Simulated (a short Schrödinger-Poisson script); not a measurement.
Stack: MOS inversion layer, SiO2 on p-type InP, at 300 K.

| layer | material | thickness (nm) | Na (cm⁻³) |
|---|---|---|---|
| 1 | SiO2 | 0.9 | - |
| 2 | InP | 540 | 7.9e17 |

Constants are typed, rounded textbook-type inputs, not results; the design itself was drawn at random and stands for no fabricated device. SiO2: permittivity 3.9, conduction-band edge (eV) 3.48, gap (eV) 9, electron mass (mₑ) 0.5. InP: permittivity 12.5, conduction-band edge (eV) 0, gap (eV) 1.344, Nv at 300 K (cm⁻³) 1.1e19.

Channel valleys (confinement mass, in-plane density-of-states mass, number): Γ 0.08, 0.08, 1. At the gate the conduction-band edge of layer 1 lies 3.66 eV − eVg above the Fermi level of the channel; the field vanishes at the back. Gaps are held at their typed values at every temperature. Mesh 0.03 nm at interfaces.

From a short Schrödinger-Poisson script (our own, NumPy): 1D Poisson equation in equilibrium, electrons quantum, Hartree (BenDaniel-Duke, 12 states a valley, the channel's in-plane mass for all, wave functions free to enter the dielectric), parabolic valleys, classical holes, full ionisation, no traps, pinning or gate leakage.

Only gate voltages with over 1e8 electrons/cm² are shown.

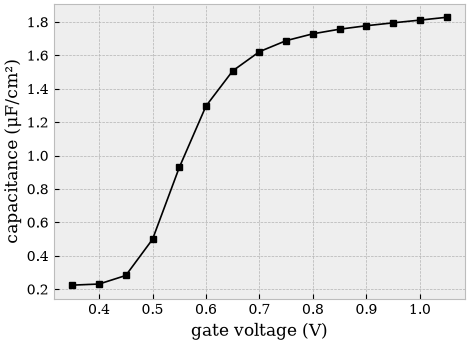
Quasi-static capacitance against gate voltage

| Vg (V) | electrons (cm⁻²) | C (μF/cm²) | Γ E0 (meV) | Γ E1 (meV) |
|---|---|---|---|---|
| 0.35 | 4.51e8 | 0.224 | 195.4 | 379.3 |
| 0.45 | 1.38e10 | 0.282 | 106.7 | 295.9 |
| 0.55 | 2.38e11 | 0.928 | 29.8 | 224.5 |
| 0.65 | 9.70e11 | 1.51 | -18.8 | 182.6 |
| 0.75 | 1.94e12 | 1.69 | -55.0 | 153.4 |
| 0.85 | 2.98e12 | 1.76 | -88.2 | 127.2 |
| 0.95 | 4.06e12 | 1.79 | -120.7 | 101.6 |
| 1.05 | 5.16e12 | 1.83 | -153.0 | 76.5 |

Subbands count from the Fermi level.

Above a few 1e12 electrons/cm² a light Γ valley is non-parabolic and upper valleys begin to fill, which the model leaves out.
